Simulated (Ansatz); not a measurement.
**Convergence of a linear-scaling basis for random rock-salt (Na, Li, K)Cl solid solution (64 atoms)**

Wanted: errors and times of a linear-scaling basis for random rock-salt (Na, Li, K)Cl solid solution (64 atoms). A setting counts as converged where the r.m.s. difference of forces stays under 1 % of the r.m.s. force.

Program: Ansatz 0.2.0. Level of theory: Kohn-Sham DFT, PBE, PAW (set soft_2), plane waves. Results are calculated unless marked as measured.

### 1. Starting point

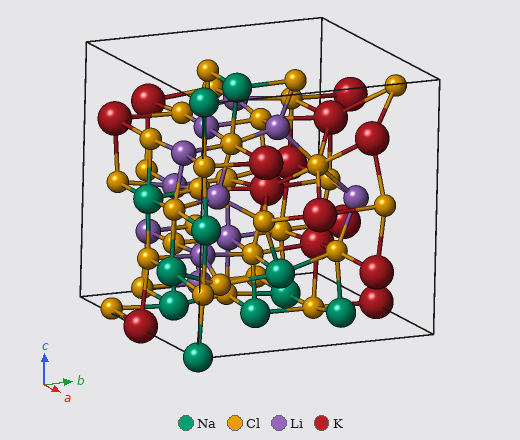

Start, viewed slightly off an axis; sodium teal, chlorine orange, lithium purple, potassium red. Some periodic images of atoms are drawn too.

The cell holds 64 atoms: 10 Na, 32 Cl, 11 Li and 11 K. Its edges and angles: a = 11.382 Å, b = 11.382 Å, c = 11.382 Å, α = 90.0°, β = 90.0°, γ = 90.0°. It derives from NaCl and LiCl and KCl. Rock-salt lattice (a = 5.691 Å, the mean of the end members), 2 x 2 x 2 cells, metal sites filled at random with 10 Na, 11 Li, 11 K; then minimised and run for 3 ps at 250 K (NVT) with a classical potential, last frame taken.

Before any run, some limits are plain. The host structure and its lattice constant were typed by rule, without a check against the phase diagram. Sampling is at Γ alone, for a cell whose shortest periodic width is 11 Å.

### 2. Plane-wave single point

The first run uses the default basis; a harder plane-wave run follows as the reference for the support functions.

Input file input.yaml:

```yaml
crystal:
  lattice:
    - [11.382, 0.0, 0.0]
    - [0.0, 11.382, 0.0]
    - [0.0, 0.0, 11.382]
  atoms:
    - { symbol: Na, position: [0.98438, 0.00776, 0.00129] }
    - { symbol: Cl, position: [0.2319, 0.01742, 0.00869] }
    - { symbol: Li, position: [0.03543, 0.26491, 0.23995] }
    - { symbol: Cl, position: [0.25698, 0.2624, 0.24767] }
    - { symbol: K, position: [0.24276, 0.99006, 0.2589] }
    - { symbol: Cl, position: [0.97535, 0.02756, 0.24289] }
    - { symbol: Na, position: [0.26116, 0.26625, 0.00388] }
    - { symbol: Cl, position: [0.00606, 0.26021, 0.01172] }
    - { symbol: Na, position: [0.99269, 0.02534, 0.49958] }
    - { symbol: Cl, position: [0.25252, 0.01981, 0.51028] }
    - { symbol: K, position: [0.99853, 0.27038, 0.74261] }
    - { symbol: Cl, position: [0.2639, 0.27959, 0.75917] }
    - { symbol: K, position: [0.2517, 0.00121, 0.76076] }
    - { symbol: Cl, position: [0.98498, 0.0149, 0.74913] }
    - { symbol: Li, position: [0.26689, 0.25525, 0.47557] }
    - { symbol: Cl, position: [0.03497, 0.25169, 0.48092] }
    - { symbol: Li, position: [0.01585, 0.49789, 0.01081] }
    - { symbol: Cl, position: [0.24073, 0.49904, 0.02274] }
    - { symbol: K, position: [0.99184, 0.75601, 0.26526] }
    - { symbol: Cl, position: [0.24514, 0.72136, 0.25216] }
    - { symbol: Li, position: [0.26025, 0.49297, 0.24848] }
    - { symbol: Cl, position: [0.00382, 0.48167, 0.23443] }
    - { symbol: Na, position: [0.25275, 0.74486, 0.00371] }
    - { symbol: Cl, position: [0.00981, 0.74342, 0.0107] }
    - { symbol: K, position: [0.97922, 0.51526, 0.50977] }
    - { symbol: Cl, position: [0.25688, 0.48011, 0.47909] }
    - { symbol: K, position: [0.90975, 0.76453, 0.76959] }
    - { symbol: Cl, position: [0.28061, 0.73588, 0.77687] }
    - { symbol: Li, position: [0.26584, 0.50577, 0.79529] }
    - { symbol: Cl, position: [0.036, 0.52585, 0.77806] }
    - { symbol: K, position: [0.25506, 0.74855, 0.51697] }
    - { symbol: Cl, position: [0.99137, 0.7843, 0.52421] }
    - { symbol: K, position: [0.50825, 0.00259, 0.00819] }
    - { symbol: Cl, position: [0.76042, 0.93509, 0.92501] }
    - { symbol: Li, position: [0.49775, 0.26425, 0.2588] }
    - { symbol: Cl, position: [0.71551, 0.23065, 0.19932] }
    - { symbol: Na, position: [0.74066, 0.0102, 0.27863] }
    - { symbol: Cl, position: [0.50835, 0.0273, 0.27113] }
    - { symbol: Na, position: [0.75872, 0.2611, 0.97987] }
    - { symbol: Cl, position: [0.49718, 0.26785, 0.98296] }
    - { symbol: Na, position: [0.5069, 0.02226, 0.50514] }
    - { symbol: Cl, position: [0.7522, 0.00945, 0.52456] }
    - { symbol: Li, position: [0.48952, 0.27076, 0.75964] }
    - { symbol: Cl, position: [0.72275, 0.26076, 0.75084] }
    - { symbol: Li, position: [0.74548, 0.04758, 0.74045] }
    - { symbol: Cl, position: [0.51432, 0.02279, 0.74244] }
    - { symbol: Li, position: [0.69606, 0.22046, 0.54017] }
    - { symbol: Cl, position: [0.47949, 0.25273, 0.51652] }
    - { symbol: Na, position: [0.48952, 0.49782, 0.00751] }
    - { symbol: Cl, position: [0.76444, 0.50553, 0.98714] }
    - { symbol: K, position: [0.4952, 0.75188, 0.26025] }
    - { symbol: Cl, position: [0.74339, 0.70867, 0.29291] }
    - { symbol: Na, position: [0.74795, 0.46847, 0.22867] }
    - { symbol: Cl, position: [0.48924, 0.48055, 0.2413] }
    - { symbol: Na, position: [0.74928, 0.73177, 0.05012] }
    - { symbol: Cl, position: [0.49718, 0.74045, 0.00767] }
    - { symbol: K, position: [0.53259, 0.51254, 0.50499] }
    - { symbol: Cl, position: [0.75975, 0.38921, 0.44336] }
    - { symbol: K, position: [0.55802, 0.76407, 0.76633] }
    - { symbol: Cl, position: [0.74329, 0.62024, 0.63794] }
    - { symbol: Li, position: [0.70572, 0.46421, 0.79189] }
    - { symbol: Cl, position: [0.49762, 0.4973, 0.77103] }
    - { symbol: Li, position: [0.73872, 0.78858, 0.4923] }
    - { symbol: Cl, position: [0.51437, 0.78714, 0.51136] }
kpoints:
  mp_grid: { grid: [1, 1, 1] }
hamiltonian:
  xc: pbe
scf:
  occupations: { method: gaussian, width: 0.025 }
output:
  forces: true
  stress: true
  populations: intrinsic
  dos:
    method: { smearing: { sigma: 0.1 } }
    de: 0.1
    projected: { site_lists: { Cl: [Cl], K: [K], Li: [Li], Na: [Na] } }
  eigenvalues: true
  write_density: true
  write_potential: true
  volumetric_format: npy
```

Launch:

```
$ ansatz run input.yaml --threads 8 --pin off --max-ram 15872MiB --backend cpu --events-out ev --progress --plain --runs-dir out
```

Numbers of over 12 decimals in the logs are rounded to 6 here.

The program printed:

```text
Engine: ansatz 0.2.0, aarch64-unknown-linux-gnu
Pseudopotentials: kind: paw
Pseudopotential: Na, paw, valence charge 9, recommended cutoff 420 eV (normal), Na.paw.azcp
Pseudopotential: Cl, paw, valence charge 7, recommended cutoff 420 eV (normal), Cl.paw.azcp
Pseudopotential: Li, paw, valence charge 3, recommended cutoff 420 eV (normal), Li.paw.azcp
Pseudopotential: K, paw, valence charge 9, recommended cutoff 420 eV (normal), K.paw.azcp
[... 5 lines on functional and potentials left out ...]
Crystal: 64 atoms, lattice volume = 1474.537 Å³
Basis set: ecut = 420 eV, 28671 PW (Γ), exchange–correlation on 160×160×160 points (8 copies of the dense FFT grid, shifted against one another)
Bands: 287, of which v1, the nominal top of the filled ones, is band 223 counted from 1 (222 counted from 0)
Symmetry: 1 space group operations
Space group: P1 (ITA 1), of the structure as read, at distance tolerance 1.1e-4 Å
k-points: 1
[... 9 lines on functional and potentials left out ...]
Initial density: superposition of atomic densities (neutral atoms: chi_scale 0, normalization atom), corrected by the library's trained network
Initial wavefunctions: pseudopotential atomic-orbital guess
Functional: x = pbe(κ = 0.804, μ = 0.219515), c = pbe(β = 0.066725)
SCF iter   1: F=—  HF=-68689.455527 eV  |F-HF|=—  |Δ(HF+E_count)|=         —  Δρ=6.72e-4  dr2=2.47e-2  ethr=1.77e-3  ⟨swp⟩=6.0  Hψ=1129  notcnv=0  defer=57
preconditioner: auto → Resta (q_TF=auto, 2.235 Å⁻¹)  ε∞=2.7  [insulator: Δε(μ)=4.101 eV  Ē_g=13.232 eV  σ=0.025 eV  W_gap=1.00  n_scr=256 (ndim 8)  ℏωp=17.4 eV  f_vac=0.046  D(μ)=0.00/eV (n_scr^D=0)  ε∞_Penn≈2.7]
SCF iter   2: F=—  HF=-68689.420956 eV  |F-HF|=—  |Δ(HF+E_count)|=   3.46e-2  Δρ=3.00e-4  dr2=4.48e-3  ethr=5.53e-6  ⟨swp⟩=2.0  Hψ=558  notcnv=0  defer=59
SCF iter   3: F=—  HF=-68689.419599 eV  |F-HF|=—  |Δ(HF+E_count)|=   1.36e-3  Δρ=1.34e-4  dr2=6.81e-4  ethr=1.00e-6  ⟨swp⟩=2.0  Hψ=418  notcnv=0  defer=59
SCF iter   4: F=—  HF=-68689.419482 eV  |F-HF|=—  |Δ(HF+E_count)|=   1.17e-4  Δρ=4.83e-5  dr2=7.81e-5  ethr=1.53e-7  ⟨swp⟩=2.0  Hψ=418  notcnv=0  defer=59
SCF iter   5: F=—  HF=-68689.419956 eV  |F-HF|=—  |Δ(HF+E_count)|=   4.75e-4  Δρ=1.75e-5  dr2=4.46e-6  ethr=1.75e-8  ⟨swp⟩=2.0  Hψ=450  notcnv=0  defer=59
SCF iter   6: F=—  HF=-68689.419960 eV  |F-HF|=—  |Δ(HF+E_count)|=   3.96e-6  Δρ=5.30e-6  dr2=4.14e-7  ethr=1.00e-9  ⟨swp⟩=2.0  Hψ=450  notcnv=0  defer=59
SCF iter   7: F=-68689.419961 eV  HF=-68689.419961 eV  |F-HF|=1.60e-8  |Δ(HF+E_count)|=   2.59e-7  Δρ=1.33e-6  dr2=2.59e-8  ethr=2.24e-11  ⟨swp⟩=19.0  Hψ=2449  notcnv=0
SCF 1 converged in 7 iterations: F = -68689.419961 eV  dr2 = 2.59e-8
  greatest PAW one-centre occupation: 1.000 electrons in one spin orbital (limit 2), on the Li atom at site 60 (counted from 0), in its partial waves of l = 0
SCF converged after 7 iterations
Free energy (F): -68689.419961 eV
Harris-Foulkes:  -68689.419961 eV  (|F-HF|=1.60e-8)
Internal energy: -68689.419961 eV  (E = F + TS)
E sigma→0 (E₀):  -68689.419961 eV
Fermi energy:    4.198686 eV
--- Per-component energies (eV) ---
  E_band       = -4858.821015
  E_kinetic    = 9446.884986
  E_local      = -28913.186796  (includes V_loc(G=0)·N_el)
  E_nonlocal   = 1837.681034
  E_hartree    = 9972.489283
  E_xc         = -5456.762944
  E_vxc        = -6415.976405  (∫ρ·V_xc dr)
  E_paw        = -32563.984291  (= ΣΔE_a)
  E_vpaw       = -759.201165  (= ΣTr[D̂ρ^β])
  E_aug_tail   = 0.002651  (compensation charges beyond the density's cutoff)
  E_ewald      = -23012.543885
  E_smearing   = -0.000000  (= −TS)
  E_closure    = 0.000000  (closes the sum)
  Σ components = -68689.419961   (vs F -68689.419961, Δ=0.00e0)
--- Forces (eV/Å), atoms counted from 1 ---
  atom   1  Na     0.23292153    -0.01818360    -0.08530489
  atom   2  Cl     0.09316102    -0.17791072     0.11471340
  atom   3  Li    -0.04294811     0.10342304     0.17219375
  atom   4  Cl     0.15079812    -0.03041317     0.08163556
  atom   5  K     -0.06913625     0.15729257     0.04124609
  atom   6  Cl    -0.13676404    -0.08902401     0.09718261
  atom   7  Na    -0.20739149    -0.20793857    -0.09015653
  atom   8  Cl    -0.22232044     0.00203020     0.07788466
  atom   9  Na     0.32303637    -0.01660315     0.06726976
  atom  10  Cl     0.02990902     0.12231328    -0.23579872
  atom  11  K      0.25044692     0.22382175    -0.09750724
  atom  12  Cl     0.27790327     0.09924482     0.06111475
  atom  13  K     -0.07901162     0.06517002    -0.14352492
  atom  14  Cl    -0.27401794     0.11136967     0.00031792
[...]
atom  63  Li    -0.01483562    -0.35743427     0.16162521
  atom  64  Cl     0.31698639     0.02696093    -0.07259811
  max |Σ_I F_I| component: 7.90e-5 eV/Å
--- Stress (GPa, compression-positive) ---
        1.575795       0.136928      -0.034397
        0.136928       1.504509       0.093464
       -0.034397       0.093464       2.840253
  P = ⅓ Tr σ = 1.9735 GPa (19.735 kbar)
--- Band table (eV) ---
  k-point 0: bands = ["-48.6928", "-48.4687", "-48.1110", "-47.8820", [... 271 levels ...], "10.4259", "10.4550", "10.4979", "10.5280", "10.5516", "10.5637", "10.6350", "10.6497", "10.7164", "10.7687", "10.8113", "10.8203"]
--- intrinsic populations: 64 sites ---
  site symbol       q [e]
     0     Na      8.2948
     1     Cl      7.7409
     2     Li      2.2989
[...]
63     Cl      7.7438
  spilling = 0.000000 (of n_electrons = 446.000000)
```

Run time: 6.9 s. Hardware: 8 threads of Arm Neoverse V2, shared host; peak memory 1.6 GiB; 50 s of CPU time.

Read from the output:

```yaml
free_energy: -68689.4200 eV
free_energy_per_atom: -1073.2722 eV/atom
scf_cycles: 7
pressure: 1.974 GPa
r_m_s_force_component: 0.1759 eV/Å
longest_force: 0.5918 eV/Å
fermi_energy: 4.199 eV
spacing_of_highest_filled_and_lowest_empty_level: 4.102 eV
```

The r.m.s. force component of 0.18 eV/Å sets the scale for the differences below.

### 3. Plane waves at 750 eV (750 eV)

A harder cutoff gives the support functions a reference with less basis error.

input.yaml, the sections that differ from step 2:

```yaml
output:
  forces: true
  eigenvalues: true
basis:
  ecutwfc: "750 eV"
# crystal, kpoints, hamiltonian, scf: as in step 2
```

The program printed:

```text
[...]
Crystal: 64 atoms, lattice volume = 1474.537 Å³
Basis set: ecut = 750 eV, 68699 PW (Γ), exchange–correlation on 216×216×216 points (8 copies of the dense FFT grid, shifted against one another)
Bands: 287, of which v1, the nominal top of the filled ones, is band 223 counted from 1 (222 counted from 0)
Symmetry: 1 space group operations
[...]
k-points: 1
[...]
SCF iter   1: F=—  HF=-68689.467681 eV  |F-HF|=—  |Δ(HF+E_count)|=         —  Δρ=6.76e-4  dr2=2.47e-2  ethr=1.77e-3  ⟨swp⟩=6.0  Hψ=1129  notcnv=0  defer=57
[...]
SCF iter   3: F=—  HF=-68689.431677 eV  |F-HF|=—  |Δ(HF+E_count)|=   1.33e-3  Δρ=1.33e-4  dr2=6.69e-4  ethr=1.00e-6  ⟨swp⟩=2.0  Hψ=418  notcnv=0  defer=32
automatic band count: iteration 3 solves 259 bands in place of 287: the levels show a gap, and the empty bands left out lie too high to hold charge; the band table lists the bands solved (type scf.n_extra_bands for more)
SCF iter   4: F=—  HF=-68689.431570 eV  |F-HF|=—  |Δ(HF+E_count)|=   1.07e-4  Δρ=4.81e-5  dr2=7.71e-5  ethr=1.50e-7  ⟨swp⟩=2.0  Hψ=417  notcnv=0  defer=32
[...]
SCF iter   7: F=-68689.433252 eV  HF=-68689.433252 eV  |F-HF|=1.74e-8  |Δ(HF+E_count)|=   2.22e-7  Δρ=1.15e-6  dr2=2.11e-8  ethr=2.24e-11  ⟨swp⟩=16.0  Hψ=1360  notcnv=0
SCF 1 converged in 7 iterations: F = -68689.433252 eV  dr2 = 2.11e-8
[...]
SCF converged after 7 iterations
Free energy (F): -68689.433252 eV
[...]
Internal energy: -68689.433252 eV  (E = F + TS)
E sigma→0 (E₀):  -68689.433252 eV
Fermi energy:    4.198689 eV
[...]
Σ components = -68689.433252   (vs F -68689.433252, Δ=0.00e0)
--- Forces (eV/Å), atoms counted from 1 ---
  atom   1  Na     0.23288946    -0.01816092    -0.08526474
  atom   2  Cl     0.09337706    -0.17799875     0.11471831
  atom   3  Li    -0.04293180     0.10338625     0.17218154
  atom   4  Cl     0.15084082    -0.03041394     0.08188925
[...]
atom  64  Cl     0.31700616     0.02679751    -0.07258229
  max |Σ_I F_I| component: 5.51e-5 eV/Å
--- Band table (eV) ---
[...]
```

Wall time 9.4 s (8 threads); peak memory 3.3 GiB.

Forces differ from the reference by 0.081 meV/Å r.m.s., 0.046 % of their size, well within a tolerance of 1 %; the energy by -0.21 meV/atom.

### 4. Support functions medium

With localised support functions most steps grow linearly with size, though the diagonalisation grows faster unless the density matrix is cut; this run measures error and cost at this size. Besides, the program derives a nominal cutoff of 420 eV for this run, against the reference's 750.

This step: Kohn-Sham DFT, PBE, PAW (set soft_2), localised support functions (medium) (Ansatz 0.2.0).

input.yaml, the sections that differ from step 3:

```yaml
scf:
  occupations: { method: gaussian, width: 0.025 }
  eigensolver: { kind: { support_functions: { accuracy: medium } } }
  max_iter: 150
# crystal, kpoints, hamiltonian, output: as in step 3
# basis: removed
```

The program printed:

```text
Warning: scf.eigensolver.kind.support_functions: disabling space-group detection — the functions' gradient is summed over unrotated k-points, so no spatial operation reduces the k-mesh or symmetrises the density; time reversal is kept, so that k and −k are solved as one point where they differ and the mesh holds both, and exact exchange and, on two spinor components, a DFT+U term hold to it where the run has them: [...]
settings of this run that can trade accuracy for cost: scf.eigensolver.kind.support_functions [...]
[...]
Crystal: 64 atoms, lattice volume = 1474.537 Å³
Basis set: ecut = 420 eV, 28671 PW (Γ), exchange–correlation on 160×160×160 points (8 copies of the dense FFT grid, shifted against one another)
Bands: 268, of which v1, the nominal top of the filled ones, is band 223 counted from 1 (222 counted from 0)
Symmetry: 1 space group operations
k-points: 1
[...]
SCF iter   1: F=—  HF=-68707.681137 eV  |F-HF|=—  |Δ(HF+E_count)|=         —  Δρ=5.04e-2  dr2=5.36e1  ethr=1.00e-1
[...]
SCF iter  11: F=—  HF=-68689.435982 eV  |F-HF|=—  |Δ(HF+E_count)|=   5.06e-4  Δρ=1.75e-5  dr2=3.04e-6  ethr=2.76e-9  κ⁻¹=2.1e-6(r=7)
SCF iter  12: F=-68689.435980 eV  HF=-68689.435981 eV  |F-HF|=4.34e-7  |Δ(HF+E_count)|=   1.28e-6  Δρ=8.12e-6  dr2=6.37e-7  ethr=6.83e-10
SCF 1 converged in 12 iterations: F = -68689.441058 eV  dr2 = 6.37e-7
[...]
SCF converged after 12 iterations
Stability not checked: this state was not tested for a lower state beside it, because the mixer in use, unlike msr1, does not test its closes by its own steps (another_mixer; see scf.mixing.algorithm and scf.lower_state_search)
Free energy (F): -68689.441058 eV
[...]
Internal energy: -68689.441058 eV  (E = F + TS)
E sigma→0 (E₀):  -68689.441058 eV
Fermi energy:    4.198771 eV
[...]
Σ components = -68689.441058   (vs F -68689.441058, Δ=0.00e0)
--- Forces (eV/Å), atoms counted from 1 ---
  atom   1  Na     0.23655239    -0.01273132    -0.08432626
  atom   2  Cl     0.09404285    -0.17912648     0.11478867
  atom   3  Li    -0.04117314     0.10440742     0.17195271
  atom   4  Cl     0.15082150    -0.03068785     0.08218164
[...]
atom  64  Cl     0.31669958     0.02698197    -0.07260013
  max |Σ_I F_I| component: 1.18e-2 eV/Å
--- Band table (eV) ---
[...]
```

It took 30 s on 8 threads; peak memory 2.5 GiB.

The program notes that the band table was not solved further than the SCF left it and it switched symmetry off.

Keys that differ from the reference: basis.ecutwfc removed, support_functions.accuracy = "medium" and scf.max_iter = 150.

Forces differ from the reference by 1.3 meV/Å r.m.s., 0.72 % of their size, within a tolerance of 1 %; the energy by -0.12 meV/atom. It took 3.2 times the reference's time (shared host, so rough).

### 5. Support functions low

The cell is solved in localised support functions. Besides, the program derives a nominal cutoff of 420 eV for this run, against the reference's 750.

This step: Kohn-Sham DFT, PBE, PAW (set soft_2), localised support functions (low) (Ansatz 0.2.0).

input.yaml, the sections that differ from step 4:

```yaml
scf:
  occupations: { method: gaussian, width: 0.025 }
  eigensolver: { kind: { support_functions: { accuracy: low } } }
  max_iter: 150
# crystal, kpoints, hamiltonian, output: as in step 4
```

The program printed:

```text
[...]
Crystal: 64 atoms, lattice volume = 1474.537 Å³
Basis set: ecut = 420 eV, 28671 PW (Γ), exchange–correlation on 160×160×160 points (8 copies of the dense FFT grid, shifted against one another)
Bands: 268, of which v1, the nominal top of the filled ones, is band 223 counted from 1 (222 counted from 0)
Symmetry: 1 space group operations
k-points: 1
[...]
SCF iter   1: F=—  HF=-68707.681137 eV  |F-HF|=—  |Δ(HF+E_count)|=         —  Δρ=5.04e-2  dr2=5.36e1  ethr=1.00e-1
[...]
SCF iter   9: F=—  HF=-68689.434761 eV  |F-HF|=—  |Δ(HF+E_count)|=   9.21e-4  Δρ=4.97e-5  dr2=7.88e-5  ethr=1.07e-7  κ⁻¹=4.6e-6(r=7)
SCF iter  10: F=-68689.435473 eV  HF=-68689.435477 eV  |F-HF|=3.43e-6  |Δ(HF+E_count)|=   7.15e-4  Δρ=2.51e-5  dr2=1.23e-5  ethr=1.77e-8
SCF 1 converged in 10 iterations: F = -68689.441055 eV  dr2 = 1.23e-5
[...]
SCF converged after 10 iterations
[...]
Free energy (F): -68689.441055 eV
[...]
Internal energy: -68689.441055 eV  (E = F + TS)
E sigma→0 (E₀):  -68689.441055 eV
Fermi energy:    4.199033 eV
[...]
Σ components = -68689.441055   (vs F -68689.441055, Δ=0.00e0)
--- Forces (eV/Å), atoms counted from 1 ---
  atom   1  Na     0.23645435    -0.01272424    -0.08432565
  atom   2  Cl     0.09404265    -0.17914320     0.11477302
  atom   3  Li    -0.04137704     0.10439764     0.17200587
  atom   4  Cl     0.15083354    -0.03066754     0.08215396
[...]
atom  64  Cl     0.31675887     0.02693720    -0.07265936
  max |Σ_I F_I| component: 1.16e-2 eV/Å
--- Band table (eV) ---
[...]
```

Wall time 28 s (8 threads); peak memory 2.5 GiB; 3.6 min of CPU time.

Keys that differ from the reference: basis.ecutwfc removed, support_functions.accuracy = "low" and scf.max_iter = 150.

Forces differ from the reference by 1.3 meV/Å r.m.s., 0.73 % of their size, within a tolerance of 1 %; the energy by -0.12 meV/atom. It took 3.0 times the reference's time (shared host, so rough).

[end of part 1 of 3]

[Logs are printed without paths, hosts, clocks, repeated set-up lines and the standing remarks that a program may print on its own settings, such as how far it seeks lower states.]

[Hosts, paths, dates, database ids (printed as entryN), source tags and the programs' standing remarks are cut or masked in the printed files.]
